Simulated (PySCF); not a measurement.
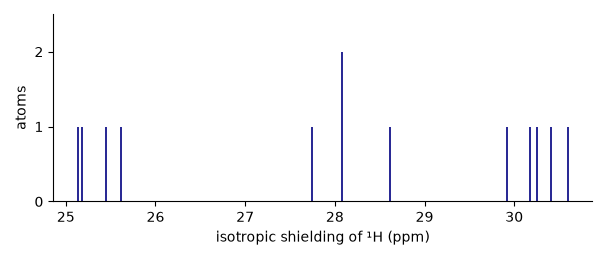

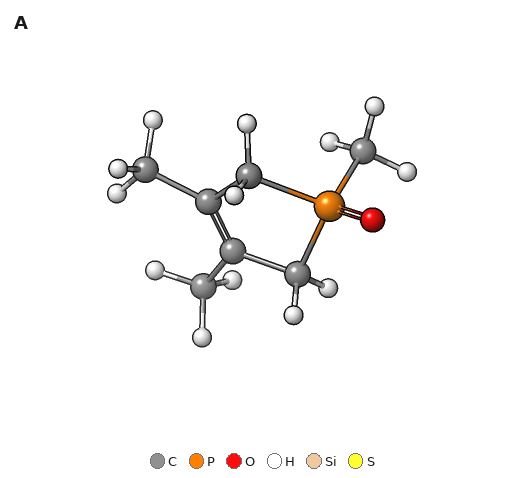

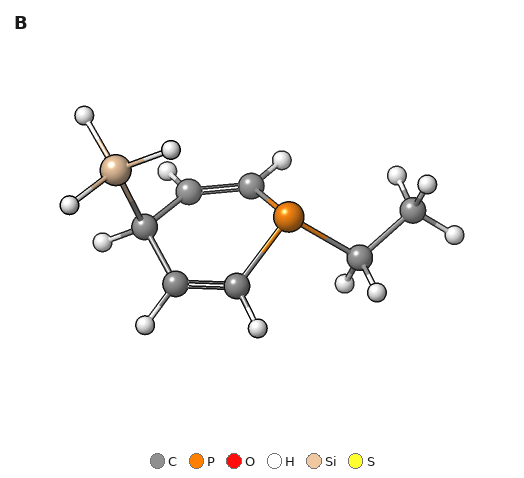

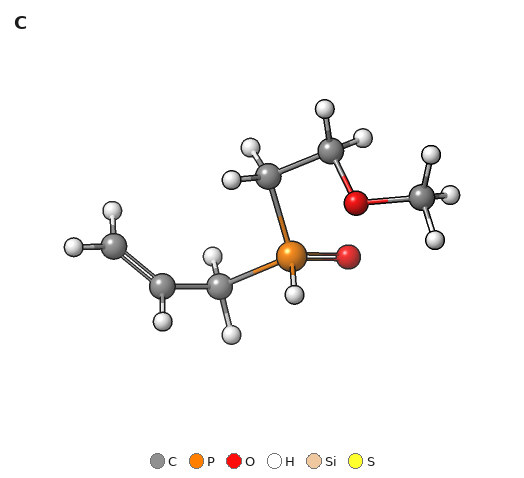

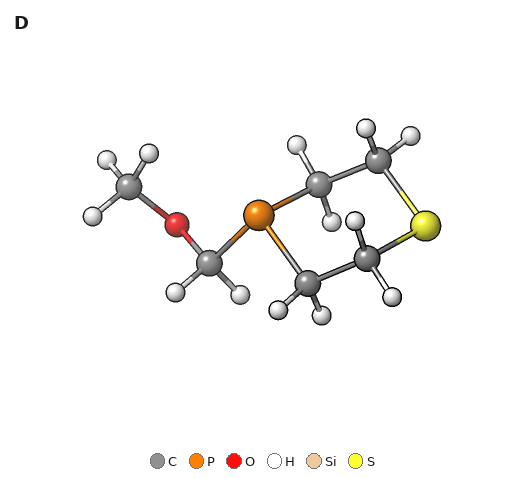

The sticks are computed shieldings of one of the molecules, for one fixed geometry (GFN2-xTB) without averaging over rotations. Low shielding means a high chemical shift. Method: GIAO PBE0/pcSseg-1 NMR shielding, non-relativistic, gas phase (PySCF 2.14.0).

> Which molecule gives this pattern?

B, `CCP1C=CC([SiH3])C=C1`. Its 13 H atoms give lines at 25.13, 25.18, 25.44, 25.62, 27.75, 28.08 (2 atoms), 28.61, 29.92, 30.18, 30.25, 30.41, 30.60 ppm.

The geometry is semi-empirical. Around P, Si such bond lengths and angles can be off by a tenth of an ångström or more and by several degrees, and values that hang on the shape move with them.
